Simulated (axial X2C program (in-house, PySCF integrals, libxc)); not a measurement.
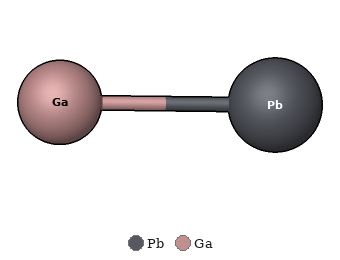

Fig. 1: The molecule at the reference distance of 2.716 Å.

PbGa: relativistic diatomic calculation

- system: PbGa, single determinant with Ω = 3/2.
- method: PBE50, two-component X2C with atomic mean-field Coulomb and Gaunt terms, Pb dyall-cv3z, Ga dyall-cv3z (cores contracted) (axial X2C program (in-house, PySCF integrals, libxc))

## Input file
```
{"zs": [82, 31], "q": 0, "bas": ["dyall-cv3z", "dyall-cv3z"], "levels": ["PBE0", "HF", "PBE50"], "cc": true, "r0": 2.68, "thr": -1.0, "nmax": 90, "npts": 10, "nst": 2, "ntry": 6}
```

The line is the task of a batch: nuclear charges, charge, bases, the levels to run, a first guess of the distance and further settings. This report covers PBE50 with spin-orbit coupling. The log is that of the reference distance 2.716 Å.

Hardware: 1 thread of Arm Neoverse V2, 24 GiB of memory available, shared host.

Launched within a batch (the task file carries these settings):
```bash
python <driver script> task.json out
```

## Log
```
two-component X2C + atomic mean field  PBE50
basis functions 270  fitting functions 1484  grid points 5805
iter        total energy     max residual
   1     -22834.832341170     3.47e-01
   2     -22834.838473359     9.13e-03
   3     -22834.838692264     5.08e-02
   4     -22834.839125350     1.73e-03
   5     -22834.839142517     1.45e-03
   6     -22834.839163574     1.89e-03
   7     -22834.839170708     2.44e-04
   8     -22834.839171512     9.21e-05
   9     -22834.839171826     1.23e-04
  10     -22834.839171884     3.40e-05
  11     -22834.839171895     1.19e-05
  12     -22834.839171896     6.96e-06
converged
one-electron -32256.73662305  Coulomb 9418.10082964  exact exchange -231.78932845  xc functional -238.85179555  nuclear repulsion 495.27557811  atomic mean-field constant -20.83783260
```

## The points of the curve

| R (Å) | E (hartree) | dipole (D; origin at the first atom, positive when the second is positive) | highest filled (eV) | lowest empty (eV) |
| --- | --- | --- | --- | --- |
| 2.553 | −22834.837366 | 0.46 | −5.57 | −2.01 |
| 2.635 | −22834.838991 | 0.60 | −5.46 | −1.96 |
| 2.716 | −22834.839172 | 0.76 | −5.35 | −1.91 |
| 2.811 | −22834.838025 | 0.94 | −5.23 | −1.86 |
| 2.906 | −22834.835826 | 1.12 | −5.11 | −1.83 |

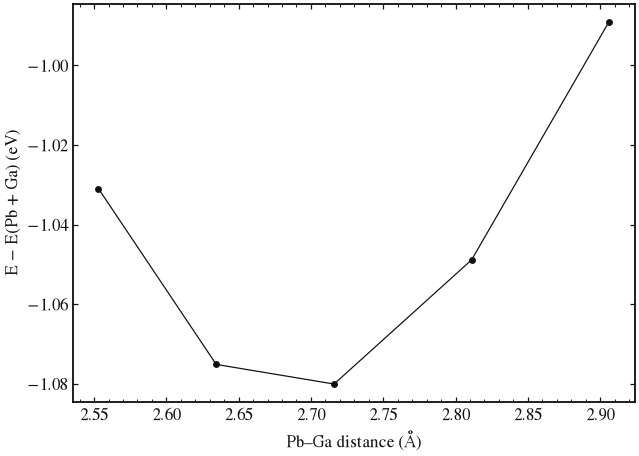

Fig. 2: Energy at 5 bond lengths, for one set of occupations held fixed; the line joins the points. A polynomial of degree 3 through 5 points gives rₑ = 2.686 Å, ωₑ = 160.8 cm⁻¹ and Bₑ = 0.04512 cm⁻¹. The minimum lies 1.08 eV below Pb + Ga, each computed as one determinant at the same level.

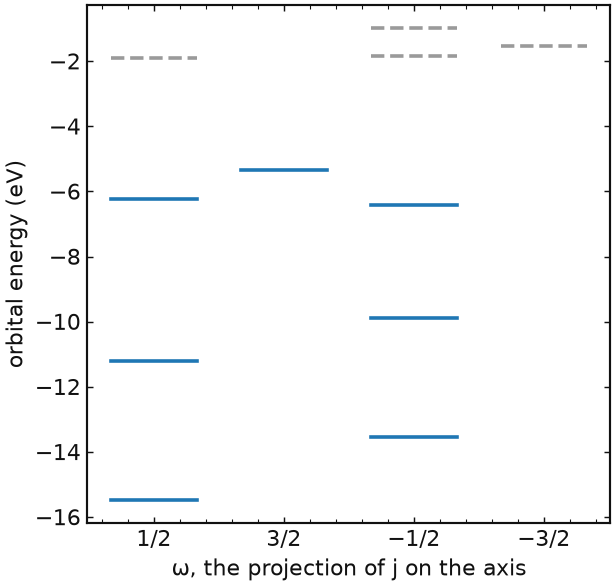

Fig. 3: Orbital energies near the frontier at 2.72 Å, filled (solid) and empty (dashed). The highest filled spinor (3/2; 56 % Pb p, 39 % Ga p) lies at −5.35 eV, the lowest empty one (1/2; 56 % Pb p, 40 % Ga p) at −1.91 eV.

## Key numbers

| quantity | value |
| --- | --- |
| outcome | converged |
| bond length rₑ | 2.686 Å |
| ωₑ | 160.8 cm⁻¹ |
| energy at the minimum | −22834.83925 hartree |
| depth below the fragments | 1.08 eV |
| wall time | 20 s |
| peak memory | 0.68 GiB |

## Notes

To bear in mind: 5 of the 10 points asked for were kept.
